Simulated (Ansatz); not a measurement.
# Appearance energy of a fragment ion: C3H7Cl3Si → [SiCl3]+ + C3H7 + e⁻

Species: C3H7Cl3Si `CC(C)[Si](Cl)(Cl)Cl`, singlet; [SiCl3]+ `Cl[Si+](Cl)Cl`, singlet; C3H7 (methylethyl) `C[CH]C`, doublet. 

Shapes, held fixed at every level: PBE0-D4/def2-TZVP. Programs: Ansatz 0.2.0. Electronic energies: no zero-point or thermal term.

| level | kind | ΔE (eV) | less CCSD(T)/CBS estimate |
| --- | --- | --- | --- |
| HF/def2-TZVPP | Hartree–Fock | +10.28 | -1.59 |
| SPW92/def2-TZVPP | LDA | +11.99 | +0.12 |
| PBE0-D4/def2-TZVPP | global hybrid | +11.66 | -0.21 |
| wB97M-V/def2-TZVPP | range-separated hybrid | +11.71 | -0.16 |
| wB97X-V/def2-TZVPP | range-separated hybrid | +11.80 | -0.07 |
| B2PLYP/def2-TZVPP | double hybrid | +11.43 | -0.44 |
| CCSD(T)/def2-TZVPP | coupled cluster or CI | +11.66 | -0.21 |
| CCSD(T)/CBS estimate | coupled cluster or CI | +11.87 | 0.00 |

The highest level, CCSD(T)/CBS estimate, gives ΔE = +11.87 eV; the levels span +10.28 to +11.99. The column of differences is taken from that level and isn't an error. No measured value is set beside it here. Open shells run unrestricted unless RO is named. The CBS estimate extrapolates MP2 from def2-TZVPP and def2-QZVPP and adds CCSD(T) − MP2 in the triple-zeta set, cores frozen. The onset seen in experiment also holds zero-point changes and kinetic shifts.

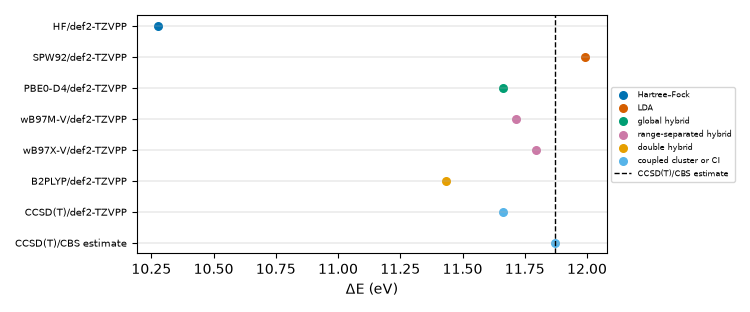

The values of the table, level by level.
